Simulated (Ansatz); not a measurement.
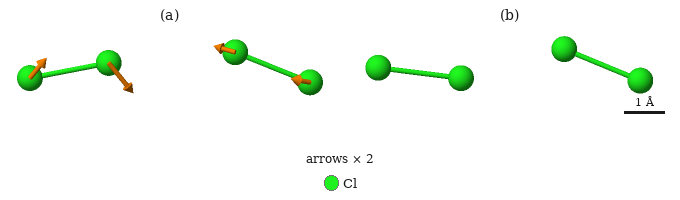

The structure of Cl4 (coarse preliminary run) before (left) and after (right) a relaxation, at one scale. The orange arrows give the displacements, 2 times their true length.

Style: ball-and-stick. Shown face on.

Method: RKS PBE-D4/def2-SVP (Ansatz).

The input:
```yaml
crystal:
  periodic: [false, false, false]
  atoms:
    - {symbol: Cl, position_ang: [-0.030400, 0.401100, -1.635800]}
    - {symbol: Cl, position_ang: [0.030400, -0.401100, -3.483900]}
    - {symbol: Cl, position_ang: [-0.241400, -0.135500, 3.528900]}
    - {symbol: Cl, position_ang: [0.241400, 0.135500, 1.590800]}
basis:
  gaussian: {orbitals: def2-SVP}
hamiltonian: {xc: pbe, dispersion: d4}
relax: {f_tol: 0.03, max_steps: 250}
```

Run as
```bash
ansatz run in.yaml --threads 4 --pin off --events-out ev --progress --plain --max-ram 9574MiB
```

Q: Describe what moved and what it gained.

A: The energy falls by 12.8 kJ/mol in 6 accepted moves (8 points after the start). Largest force component: 0.72 eV/Å at the start, 0.011 eV/Å at the end. The line search rejected the trial steps at points 5, 7 of the run. Cl4 moves most after the best rigid fit: 0.51 Å. Near-neighbour distances that change, for instance: Cl1–Cl4 3.249 → 2.756 Å, Cl3–Cl4 2.016 → 2.085 Å, Cl1–Cl2 2.016 → 2.072 Å.

Limits of the set-up: the start holds two separate molecules, 3.2 Å apart at their closest, whose relative position is a soft coordinate.
